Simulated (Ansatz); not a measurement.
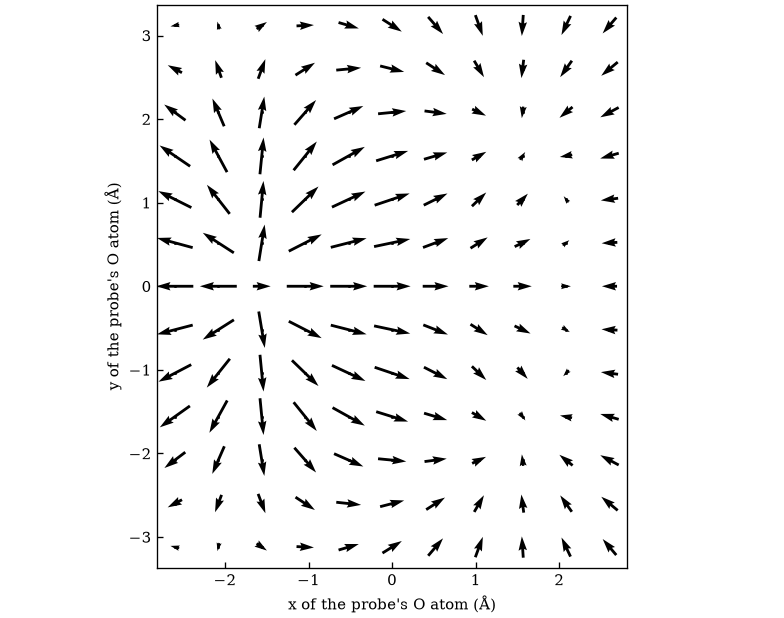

C₂H₂Te (SMILES C1=C[Te]1) with the probe H2O. The probe is moved over a plane parallel to the molecule's main plane, 3.10 Å above it. The first coordinate is: x of the probe's O atom; the second: y of the probe's O atom. Nothing is relaxed (molecule and probe rigid, the probe upright with O nearest the plane). Grid: 11 × 13 points; 77 points were computed and 66 follow by symmetry. Points are written as (first, second). Computed with RKS PBE-D4/def2-SVPD (Ansatz 0.2.0).

Drawn: dots at the grid points, arrows along the force (downhill), their lengths compressed.

Question: The arrows alone are given. Where are the wells?

Answer: The arrows converge at about (1.62 Å, −1.74 Å); about (1.65 Å, 1.71 Å) (read from the interpolated surface).

The energy map of the same scan:

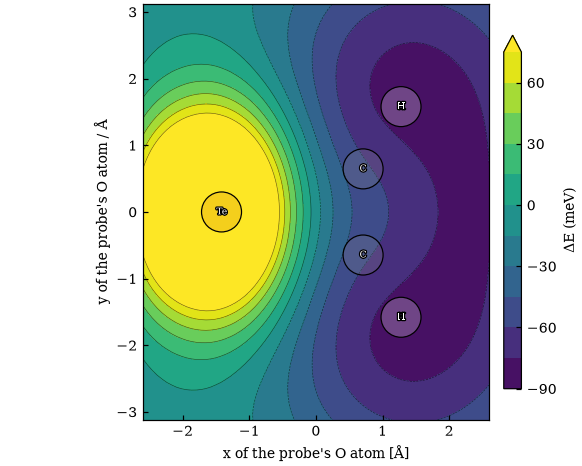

Energies are in meV, from molecule and probe far apart, each relaxed in its own basis (no counterpoise correction); between grid points the surface is interpolated.
